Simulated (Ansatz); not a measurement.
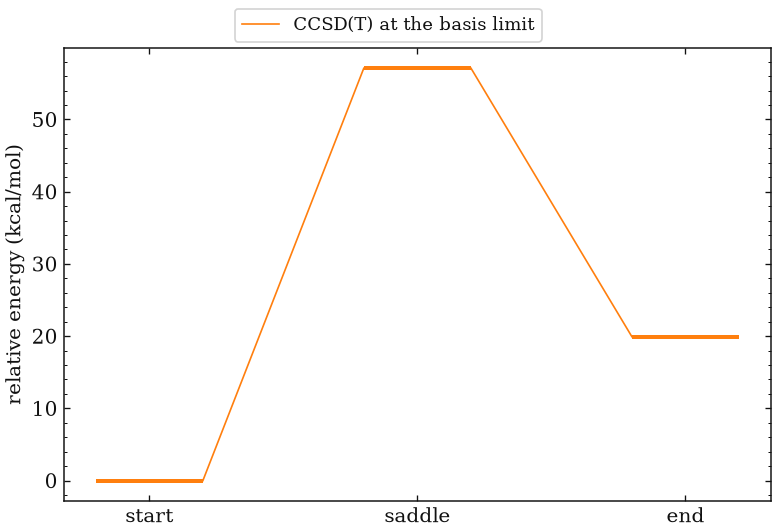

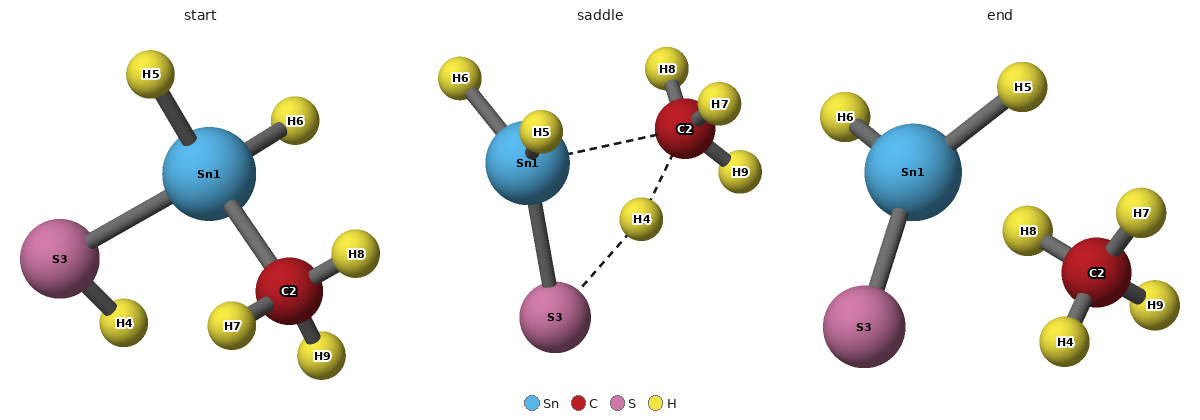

One elementary step of CH₆SSn, singlet: start, first-order saddle point (changing pairs dashed) and end. Electronic energies at PBE0-D4/def2-TZVP geometries, energies in def2-TZVPP, the Ansatz code; cores frozen in correlated methods, no zero-point terms. Start and end are the structures at the ends of the path (complexes, where there are several molecules). On heavy atoms the filled d shell below the valence is correlated. The limit is the MP2 basis limit plus CCSD(T) less MP2 in triple zeta. Lines between the levels only guide the eye.

In the step C2–H4 (3.73 → 1.39 → 1.09 Å) forms; Sn1–C2 (2.14 → 2.37 → 3.42 Å) and S3–H4 (1.34 → 1.80 → 3.68 Å) break (lengths at start, saddle and end; changes of bond order aren't listed).

Question: What are the heights of saddle and end over the start, in kcal/mol?

Answer:
```tsv
level	barrier	reverse barrier	step energy
CCSD(T) at the basis limit	57.1	37.2	19.9
```

Caveats, for all or some of the runs: core potentials past krypton; spin-orbit coupling is left out, and with Sn it can shift these energies.
